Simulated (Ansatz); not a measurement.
# CHClGaNO (SMILES O=C=[N][GaH][Cl]) at revPBE/6-31G(d) (spherical functions)

Aim: the energy change on altering one bond length of CHClGaNO at revPBE/6-31G* (spherical functions), from 2 runs. 

Program for the calculation: Ansatz 0.2.0.

153 further runs of the same task are left out: 153 set aside as unsound or not needed. Runs told in other sessions of the task aren't counted.

## (1) Starting point

CHClGaNO: 6 atoms, total charge 0, spin state singlet. As SMILES, `O=C=[N][GaH][Cl]`. Geometry: relaxed at PBE0-D4/def2-TZVP. This is one conformer, not always the lowest.

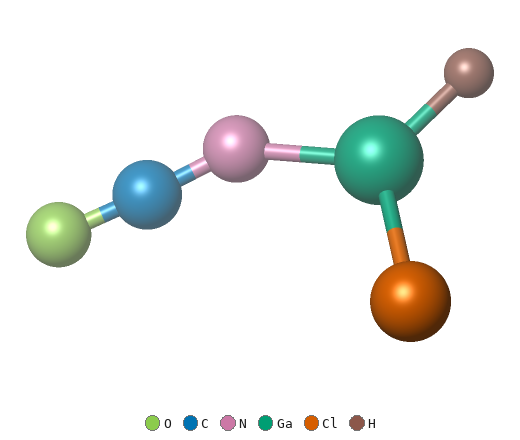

Viewed from a chosen angle; oxygen green, carbon blue, nitrogen pink, gallium teal, chlorine orange, hydrogen brown.

## (2) The energy at revPBE/6-31G(d) (spherical functions)

Contents of molecule.yaml:

```yaml
basis:
  gaussian:
    orbitals: 6-31G_st_-spherical.json
crystal:
  periodic: [false, false, false]
  atoms:
    - {symbol: O, position_ang: [-0.700200, -2.626600, -0.696700]}
    - {symbol: C, position_ang: [-0.691800, -1.486000, -0.467600]}
    - {symbol: N, position_ang: [-0.756800, -0.304700, -0.247900]}
    - {symbol: Ga, position_ang: [0.248500, 1.124400, 0.275700]}
    - {symbol: Cl, position_ang: [2.297400, 0.694600, 0.677800]}
    - {symbol: H, position_ang: [-0.354900, 2.534400, 0.412700]}
accuracy: high
output: {orbitals: {seedname: orbitals}}
hamiltonian:
  xc: {name: revPBE}
```

The basis set 6-31G* is read from a file made from the Basis Set Exchange's data (not shown).

Launch:

```
ansatz run molecule.yaml --threads 1 --pin off --max-ram 3480MiB --events-out events.jsonl --progress --plain --runs-dir runs
```

What it wrote:

```text
Warning: RAYON_NUM_THREADS=1 ignored (pool sized by the plan → 1); use --threads N
Functional definition: revPBE
  name "revPBE"
  parameter kappa = 1.245
  parameter beta = 0.06672455060314922
  exchange = pbe_x(kappa = kappa, mu = beta*pi^2/3)
  correlation = pbe_c(beta = beta)
1936 factors; integrals over basis functions are off by at most 5.4e-9 eV
mean field evaluation 1: about -69469.5504 eV, gradient 6.6e1 eV
mean field evaluation 2: about -69428.9491 eV, gradient 1.4e2 eV
mean field evaluation 4: about -69476.6588 eV, gradient 1.9e1 eV
mean field evaluation 8: about -69477.4460 eV, gradient 4.4e-1 eV
mean field evaluation 16: about -69477.4396 eV, gradient 3.0e-4 eV
mean field -69477.43964357 eV, -2553.2488134010 hartree, gradient 5.8e-8 eV, S^2 0.000000; 0 other end points of the search recorded, 0 dependent functions left out
reference -69477.43964876 eV, -2553.2488135919 hartree; 35, 35 occupied and 59, 59 virtual orbitals, 1936 factors
Total energy: -69477.43964876 eV, -2553.2488135919 hartree
```

Wall time 7.2 s (1 thread of Arm Neoverse V2, shared host); peak memory 0.23 GiB.

## (3) The distorted shape, same level

Contents of input.yaml:

```yaml
crystal:
  periodic: [false, false, false]
  atoms:
    - symbol: O
      position_ang: [-0.706920, -3.539041, -0.879972]
    - symbol: C
      position_ang: [-0.691800, -1.486000, -0.467600]
    - symbol: "N"
      position_ang: [-0.756800, -0.304700, -0.247900]
    - symbol: Ga
      position_ang: [0.248500, 1.124400, 0.275700]
    - symbol: Cl
      position_ang: [2.297400, 0.694600, 0.677800]
    - symbol: H
      position_ang: [-0.354900, 2.534400, 0.412700]
basis:
  gaussian:
    orbitals: 6-31G_st_-spherical.json
hamiltonian:
  xc: {name: revPBE}
accuracy: high
output: {orbitals: {seedname: orbitals}}
```

The basis set 6-31G* is read from a file made from the Basis Set Exchange's data (not shown).

Launch:

```
ansatz run input.yaml --threads 1 --pin off --max-ram 3480MiB --events-out events.jsonl --progress --plain --runs-dir runs
```

What it wrote:

```text
Warning: RAYON_NUM_THREADS=1 ignored (pool sized by the plan → 1); use --threads N
Functional definition: revPBE
  name "revPBE"
  parameter kappa = 1.245
  parameter beta = 0.06672455060314922
  exchange = pbe_x(kappa = kappa, mu = beta*pi^2/3)
  correlation = pbe_c(beta = beta)
1929 factors; integrals over basis functions are off by at most 1.0e-8 eV
mean field evaluation 1: about -69462.5509 eV, gradient 6.5e1 eV
mean field evaluation 2: about -69284.2649 eV, gradient 1.6e2 eV
mean field evaluation 4: about -69415.6555 eV, gradient 1.2e2 eV
mean field evaluation 8: about -69470.5245 eV, gradient 1.2e-1 eV
mean field evaluation 16: about -69465.4992 eV, gradient 1.8e1 eV
mean field -69470.51816150 eV, -2552.9944536266 hartree, gradient 5.3e-8 eV, S^2 0.000000; 0 other end points of the search recorded, 0 dependent functions left out
reference -69470.51816684 eV, -2552.9944538227 hartree; 35, 35 occupied and 59, 59 virtual orbitals, 1929 factors
Total energy: -69470.51816684 eV, -2552.9944538227 hartree
```

It took 7.5 s on 1 thread of Arm Neoverse V2, shared host; peak memory 0.23 GiB.

## (4) Results

At revPBE/6-31G* (spherical functions):

| quantity | value |
| --- | --- |
| first shape: total energy | -2553.24881 Eh |
| first shape: HOMO energy | -7.23 eV |
| first shape: LUMO energy | -2.46 eV |
| first shape: HOMO–LUMO gap | 4.77 eV |
| distorted shape: total energy | -2552.99445 Eh |
| distorted shape: HOMO energy | -5.25 eV |
| distorted shape: LUMO energy | -4.76 eV |
| distorted shape: HOMO–LUMO gap | 0.50 eV |
| energy change with the O1–C2 bond stretched from 1.163 to 2.094 Å | 6.921 eV |

With the O1–C2 bond stretched from 1.163 to 2.094 Å the energy rises by 6.92 eV (160 kcal/mol). The first shape isn't relaxed at this level, so the change isn't measured from a minimum. A restricted reference can't describe the breaking bond well at this length.
